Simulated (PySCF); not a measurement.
# C5H10B2Si: electronic excitations

What electronic excitations should C5H10B2Si (`BC#CC(=C)BC[SiH3]`) show?

Programs: PySCF 2.14.0, with density-fitted response routines of our own. Each step states its level of theory. These are calculated values for one molecule in the gas phase, unless marked as measured. Atoms count from 0, in the outputs and in this text.

## 1. The starting structure

18 atoms, charge 0, multiplicity 1; geometry from: GFN2-xTB.

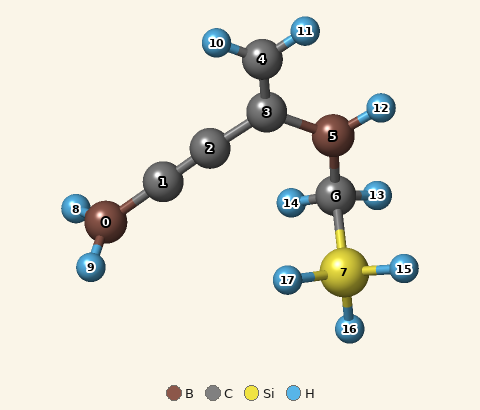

The starting geometry (boron brown, carbon grey, silicon yellow, hydrogen blue), atoms numbered; sticks join atoms by distance.

## 2. Ultraviolet spectrum: wB97X-D/def2-SVPD

What the job is given:

```
{"job": {"kind": "uv", "xc": "wB97X-D", "basis": "def2-SVPD", "nstates": 8, "ntriplets": 3}, "charge": 0, "multiplicity": 1}
B      2.540809     2.205819     0.705583
C      1.878077     0.913310     0.395065
C      1.338890    -0.148217     0.137221
C      0.649334    -1.333123    -0.191027
C      1.232094    -2.527919     0.005615
B     -0.792845    -1.190811    -0.784719
C     -1.414342     0.204405    -1.025892
Si    -2.258589     0.760801     0.604651
H      3.189912     2.735386    -0.113814
H      2.409333     2.689324     1.764714
H      2.228425    -2.628271     0.409573
H      0.718436    -3.441393    -0.242210
H     -1.401510    -2.172179    -0.992361
H     -2.182506     0.219650    -1.798602
H     -0.683226     0.978431    -1.260944
H     -3.290779    -0.204078     0.997242
H     -2.895476     2.057685     0.351701
H     -1.274796     0.887498     1.679922
```

Level: TDDFT wB97X-D/def2-SVPD, vertical, gas phase, core orbitals frozen in the response.

Command:

```console
OMP_NUM_THREADS=1 python probes_run.py task.json out
```

This one command runs all jobs of the session in turn.

Predict these results of the whole session: lowest singlet (wB97X-D/def2-SVPD); brightest single state of those computed; lowest triplet.

The runs gave:

| quantity | value |
| --- | --- |
| lowest singlet (wB97X-D/def2-SVPD) | 3.65 eV (339 nm), f = 0.000 |
| brightest single state of those computed | state 8, 6.62 eV, f = 0.594 |
| lowest triplet | 3.04 eV |

In words: The lowest singlet, at 3.65 eV, is HOMO→LUMO+1 0.90 and is dark; of the 8 states computed, the strongest absorption comes from state 8 at 6.62 eV (the last computed, so partners may be missing). The lowest triplet lies 0.61 eV below the lowest singlet (triplets in Tamm-Dancoff, singlets in full TDDFT).
